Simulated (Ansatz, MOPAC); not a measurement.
A ladder of methods for C2H2BrF3 (SMILES FC(F)(F)CBr)

C2H2BrF3, singlet, SMILES `FC(F)(F)CBr`. Each level relaxes the structure for itself.

Each level gives the highest harmonic wavenumber at each level's own minimum (cm⁻¹). The values are calculated.

```
                             level            kind  program  value (cm⁻¹)
                              MNDO  semi-empirical    MOPAC          3309
                               PM3  semi-empirical    MOPAC          3110
                               RM1  semi-empirical    MOPAC          3041
                           PM6-ORG  semi-empirical    MOPAC          2876
                         HF/STO-3G    Hartree–Fock   Ansatz          3733
                          HF/3-21G    Hartree–Fock   Ansatz          3397
   HF/6-31G* (Cartesian functions)    Hartree–Fock   Ansatz          3389
                      PBE/def2-SVP             GGA   Ansatz          3124
B3LYP/6-31G* (Cartesian functions)   global hybrid   Ansatz          3209
                 PBE0-D4/def2-TZVP   global hybrid   Ansatz          3201
```

All-electron rows without a relativistic Hamiltonian named are non-relativistic. Harmonic and unscaled. The values span 2876 to 3733 cm⁻¹. Without the sets that lack polarisation functions the rows with a basis span only 3124 to 3389 cm⁻¹.

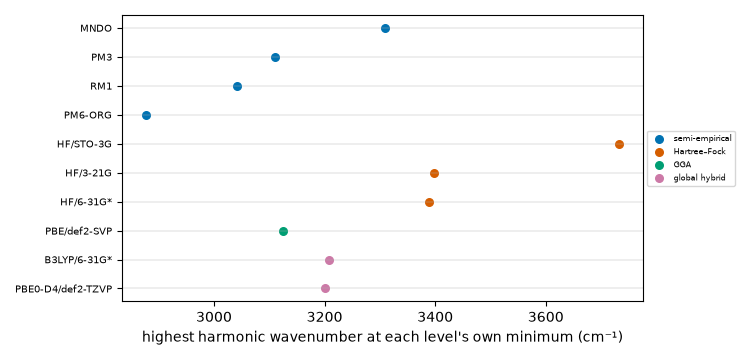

The values of the table, level by level.
